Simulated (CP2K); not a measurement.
**SiN2H4F (SMILES N[Si](N)F): GFN2-xTB**

What is the vertical electron affinity of SiN2H4F at GFN2-xTB? 

The results are computed with CP2K 2026.2.

### 1 The system as given

SiN2H4F has 8 atoms, charge 0, and is taken as a doublet. As SMILES, `N[Si](N)F`. The coordinates come from a PBE0-D4/def2-TZVP relaxation. This is one conformer, not always the lowest.

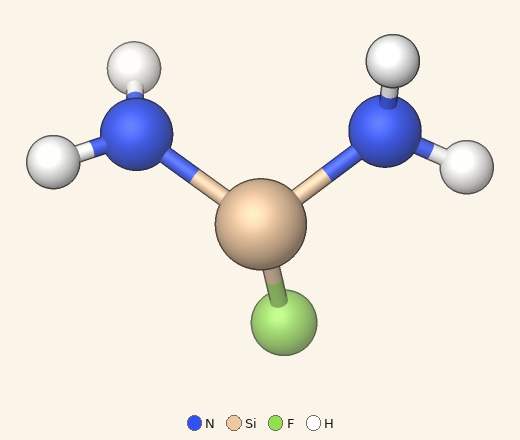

The structure, seen from a chosen angle (nitrogen blue, silicon light orange, fluorine green, hydrogen white).

### 2 The energy at GFN2-xTB

qs.inp

```
&global
    project qs
    run_type ENERGY
    print_level MEDIUM
&end global
&force_eval
    method QUICKSTEP
    &dft
        multiplicity 2
        unrestricted_kohn_sham T
        # Quickstep
        &qs
            method XTB
            eps_default 1.0E-10
            &xtb
                gfn_type TBLITE
                &tblite
                    method GFN2
                &end tblite
                check_atomic_charges F
            &end xtb
        &end qs
        # no periodic images
        &poisson
            periodic NONE
            poisson_solver ANALYTIC
        &end poisson
        # self-consistent field
        &scf
            scf_guess ATOMIC
            eps_scf 1.0E-06
            max_scf 150
            added_mos 4
            &diagonalization
                algorithm STANDARD
            &end diagonalization
            &mixing
                method DIRECT_P_MIXING
                alpha 0.4
            &end mixing
            &smear ON
                method FERMI_DIRAC
                electronic_temperature [K] 300
                fixed_magnetic_moment 1.0
            &end smear
        &end scf
        # extra output
        &print
            &moments
                periodic F
                reference COM
                max_moment 1
            &end moments
            &mo ON
                energies T
                occupation_numbers T
                ndigits 6
                &each
                    qs_scf 0
                &end each
                add_last NUMERIC
            &end mo
            &hirshfeld OFF
            &end hirshfeld
        &end print
    &end dft
    &subsys
        &cell
            abc 19 19 19.3
            periodic NONE
        &end cell
        &coord
            UNIT bohr
            N     -1.5399378     1.9492525    -0.6801124
            Si     0.9773664    -0.0391173    -1.0984978
            N      1.4745533    -1.4991197     1.7209736
            F      0.0856046    -1.8353020    -3.3901687
            H     -2.5165483     2.5490516    -2.2015309
            H     -1.4433728     3.2970052     0.6617821
            H      3.1154025    -2.3712283     2.1174381
            H      0.0209760    -2.1586342     2.7650473
        &end coord
        &topology
            &center_coordinates
            &end center_coordinates
        &end topology
    &end subsys
&end force_eval
```

Run with:

```sh
$ OMP_NUM_THREADS=1 cp2k.psmp -i qs.inp > qs.out 2>&1
```

Output:

```text
CP2K| version string:                                       CP2K version 2026.2
[...]
 GLOBAL| Method name                                                        CP2K
[...]
 GLOBAL| Run type                                                         ENERGY
[...]
                             - Atoms:                                          8
[...]
                             - Spherical basis functions:                     25
[...]
 Number of electrons:                                                         13
[...]
  *** SCF run converged in    17 steps ***
[...]
  Fermi energy:                                                -0.23171362610159
[...]
 TB_DIPOLE| Moment [Debye]          0.80633922       1.37350576       1.29687867
 TB_DIPOLE| Derivative [a.u.]       0.00000000       0.00000000       0.00000000
[...]
 ENERGY| Total FORCE_EVAL ( QS ) energy [hartree]            -14.367213536974578
[...]
```

Wall time 0.46 s (1 thread of Arm Neoverse N1, shared host); peak memory 0.14 GiB.

### 3 The singlet anion at the same level

job.inp

```
&GLOBAL
    PROJECT job
    RUN_TYPE ENERGY
    PRINT_LEVEL MEDIUM
&END GLOBAL

&FORCE_EVAL
    METHOD Quickstep
    &DFT
        CHARGE -1
        &QS
            METHOD XTB
            EPS_DEFAULT 1.0E-10
            &XTB
                GFN_TYPE TBLITE
                &TBLITE
                    METHOD GFN2
                &END TBLITE
                CHECK_ATOMIC_CHARGES F
            &END XTB
        &END QS
        &POISSON
            PERIODIC NONE
            POISSON_SOLVER ANALYTIC
        &END POISSON
        &SCF
            SCF_GUESS ATOMIC
            EPS_SCF 1.0E-06
            MAX_SCF 150
            ADDED_MOS 2
            &DIAGONALIZATION
                ALGORITHM STANDARD
            &END DIAGONALIZATION
            &MIXING
                METHOD DIRECT_P_MIXING
                ALPHA 0.4
            &END MIXING
        &END SCF
        &PRINT
            &MOMENTS
                PERIODIC F
                REFERENCE COM
                MAX_MOMENT 1
            &END MOMENTS
            &MO ON
                ENERGIES T
                OCCUPATION_NUMBERS T
                NDIGITS 6
                &EACH
                    QS_SCF 0
                &END EACH
                ADD_LAST NUMERIC
            &END MO
            &HIRSHFELD OFF
            &END HIRSHFELD
        &END PRINT
    &END DFT
    &SUBSYS
        &CELL
            ABC 19 19 19.3
            PERIODIC NONE
        &END CELL
        &COORD
            UNIT bohr
            N     -1.5399378     1.9492525    -0.6801124
            Si     0.9773664    -0.0391173    -1.0984978
            N      1.4745533    -1.4991197     1.7209736
            F      0.0856046    -1.8353020    -3.3901687
            H     -2.5165483     2.5490516    -2.2015309
            H     -1.4433728     3.2970052     0.6617821
            H      3.1154025    -2.3712283     2.1174381
            H      0.0209760    -2.1586342     2.7650473
        &END COORD
        &TOPOLOGY
            &CENTER_COORDINATES
            &END CENTER_COORDINATES
        &END TOPOLOGY
    &END SUBSYS
&END FORCE_EVAL
```

Run with:

```sh
$ OMP_NUM_THREADS=1 cp2k.psmp -i job.inp -o job.out
```

Output:

```text
CP2K| version string:                                       CP2K version 2026.2
[...]
 GLOBAL| Method name                                                        CP2K
[...]
 GLOBAL| Run type                                                         ENERGY
[...]
                             - Atoms:                                          8
[...]
                             - Spherical basis functions:                     25
[...]
 Number of electrons:                                                         26
[...]
  *** SCF run converged in    13 steps ***
[...]
  Fermi energy:                                                 0.11367191831698
[...]
 TB_DIPOLE| Moment [Debye]          1.26929767       0.69229720      -0.51837849
 TB_DIPOLE| Derivative [a.u.]       0.00000000       0.00000000       0.00000000
[...]
 ENERGY| Total FORCE_EVAL ( QS ) energy [hartree]            -14.518384834149215
[...]
```

It took 0.42 s on 1 thread of Arm Neoverse N1, shared host; peak memory 0.14 GiB.

### 4 Summary of results

Level: GFN2-xTB.

| quantity | value |
| --- | --- |
| doublet SiN2H4F: total energy | -14.36721 Eh |
| doublet SiN2H4F: dipole moment (from atomic charges alone) | 2.05 D |
| doublet SiN2H4F: HOMO energy (highest over α and β) | -7.87 eV |
| doublet SiN2H4F: LUMO energy (lowest over α and β) | -7.37 eV |
| doublet SiN2H4F: dispersion energy | -9.79 kJ/mol |
| singlet anion: total energy | -14.51838 Eh |
| singlet anion: HOMO energy | -0.87 eV |
| singlet anion: LUMO energy | 3.99 eV |
| singlet anion: HOMO–LUMO gap | 4.86 eV |
| singlet anion: dispersion energy | -11.89 kJ/mol |
| vertical electron affinity (to the singlet anion) | 4.114 eV |

At fixed nuclei the extra electron is bound by 4.11 eV (95 kcal/mol). A minimal valence basis can't be trusted even for the sign of an electron affinity. xTB total energies overstate such differences by several eV unless an empirical shift is taken off; none is applied here. The dipole (doublet SiN2H4F) comes from point charges on the atoms alone, without atomic dipoles, so it is partial.
